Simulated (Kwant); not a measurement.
Device: wire with an antidot in a Ge (holes) two-dimensional gas. Effective mass 0.06 mₑ, grid spacing 2 nm, hard walls, nominal width 60 nm (29 grid rows, so walls 60 nm apart), one parabolic valley, scattering region 180 nm long along x; energies count from the band bottom; Fermi energy 0.0393 eV. Hard-wall hole of radius 6.9 nm, 0 nm off the axis. Perpendicular field swept from 0 to 5.7 T, also in the leads; orbital effect alone.

The device is made up for the run: typed textbook-type constants, with dimensions and the other settings drawn at random.

Model: effective-mass tight-binding model on a square grid, one spin, coherent transport at 0 K (Kwant). Conductance is in e²/h.

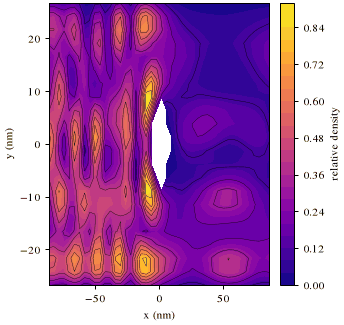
Figure. Density of the scattering states that come in from the left lead, at field = 2.8913 T, in bins, relative to the largest site value

The conductance there is 2.34 e²/h with 4 open channel(s) in the leads.
